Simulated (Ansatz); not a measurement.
In doubt: masses and optical values from hybrid runs of this build are listed as unsure (in some of the runs), which bears on the screening that GW takes from such a start.

Two G0W0 runs on BaSrYSbO6 (F-43m).

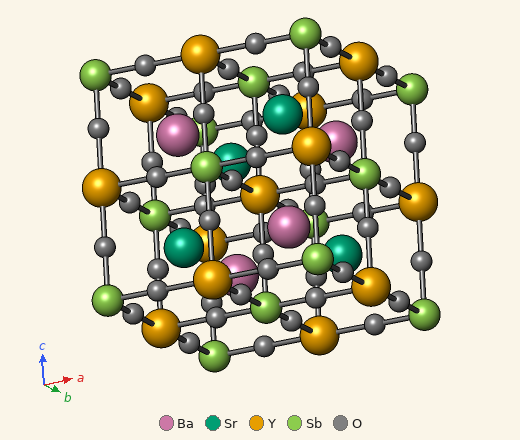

The structure (barium pink, strontium teal, yttrium orange, antimony green, oxygen grey). Some periodic images of atoms are drawn too.

It takes space group F-43m (No. 216, cubic). The conventional cell has a = 8.465 Å, b = 8.465 Å, c = 8.465 Å, α = 90.00°, β = 90.00°, γ = 90.00°. Ba has 12 O at 2.99 Å nearest. Nearest to Sr lie 12 O at 2.99 Å. Nearest to Y lie 6 O at 2.23 Å. Nearest to Sb lie 6 O at 2.01 Å. Nearest to O lie 1 Sb at 2.01 Å and 1 Y at 2.23 Å and 2 Sr at 2.99 Å and 2 Ba at 2.99 Å. Farther neighbours and most contacts between anions are not listed.

```
Ba Sr Y Sb O
1.0
     0.00000    4.23260    4.23260
     4.23260    0.00000    4.23260
     4.23260    4.23260    0.00000
Ba Sr Y Sb O
1 1 1 1 6
Direct
  0.25000 0.25000 0.25000
  0.75000 0.75000 0.75000
  0.50000 0.50000 0.50000
  0.00000 0.00000 0.00000
  0.76308 0.23692 0.23692
  0.23692 0.76308 0.76308
  0.76308 0.76308 0.23692
  0.23692 0.23692 0.76308
  0.23692 0.76308 0.23692
  0.76308 0.23692 0.76308
```

The cell and positions are those that the Materials Project relaxed with its own functionals (PBE, PBE+U or r2SCAN), kept fixed. Spin-orbit coupling is left out unless a run names it.

The first (Ansatz 0.2.0; start PBE, 4×4×4 mesh, 831 empty bands, screening to 180 eV, PAW set soft_1 files; 1 × NVIDIA H100 80GB HBM3 (shared by 6 runs) with 2 threads of AMD EPYC 7R13 (Zen 3), shared host) gave, on its mesh: starting gap 3.57 eV, G0W0 gap 5.25 eV, RPA ε∞ (mean) 3.94, 79 s.

The second gave: starting gap 5.94 eV, G0W0 gap 6.23 eV, RPA ε∞ (mean) 3.09, 2.1 min.

**Question.** What was changed in the input? Choose among start, files, mesh, bands and cutoff, frequency model or another key.

Changed: start from PBE to PBE0. A jump of this size in the start, with ε∞ moving the other way, marks another functional. Other changes could give like numbers; this is the one that was made.

Limits: not at the basis limit; no spin-orbit coupling.

[Paths, hosts, dates, memory and timing lines, banners, echoed tables and standing remarks are left out of the program output.]

[Logs are printed without paths, hosts, clocks, repeated set-up lines and the standing remarks that a program may print on its own settings, such as how far it seeks lower states.]

[Runs of the session that timed out or met a known fault of the program may be left out.]

[Cells called generated may have been cut or substituted from an entry of the Crystallography Open Database or the Materials Project.]

[Hosts, paths, dates, database ids (printed as entryN), source tags and the programs' standing remarks are cut or masked in the printed files.]
